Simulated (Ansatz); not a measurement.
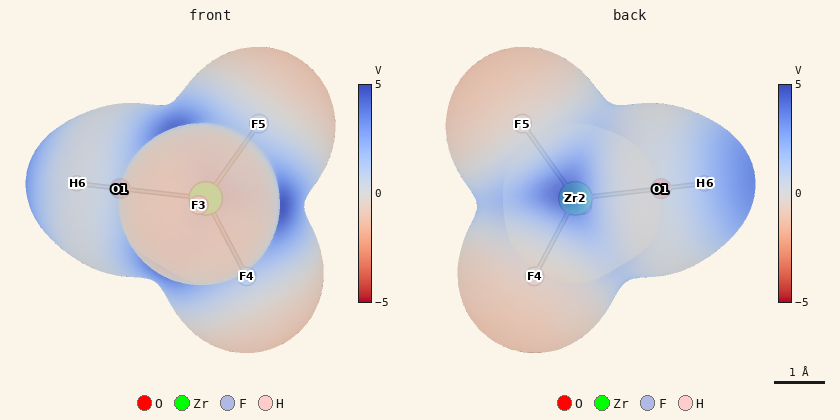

*F₃HOZr (SMILES [OH][Zr]([F])([F])[F]). The molecular electrostatic potential painted on the density surface at 0.002 e/bohr³, seen from the front and from behind; the colour scale runs from red (negative) to blue (positive).*

Geometry: PBE0-D4/def2-TZVP; core potentials replace the inner electrons of Zr.

Computed with RKS PBE0-D4/def2-TZVPP in Ansatz 0.2.0.

The calculation's input:

```
crystal:
  periodic: [false, false, false]
  atoms:
    - {symbol: O, position_ang: [-0.994824, 0.578005, 0.825210]}
    - {symbol: Zr, position_ang: [0.333148, -0.203320, -0.284605]}
    - {symbol: F, position_ang: [1.519362, -1.254284, 0.769629]}
    - {symbol: F, position_ang: [-0.491666, -1.315101, -1.591134]}
    - {symbol: F, position_ang: [1.324982, 1.163273, -1.163220]}
    - {symbol: H, position_ang: [-1.649002, 0.967427, 1.398020]}
basis:
  gaussian: {orbitals: def2-TZVPP}
hamiltonian: {xc: pbe0, dispersion: d4}
output: {orbitals: {seedname: orbitals}}
```

Run with:

```sh
ansatz run in.yaml --threads 4 --pin off --events-out ev --progress --plain --max-ram 10444MiB
```

**Where is the surface potential most negative and most positive?**

The most negative region (about −1.0 V) lies over F3, F4 and F5, the most positive (about +4.2 V) over Zr2.
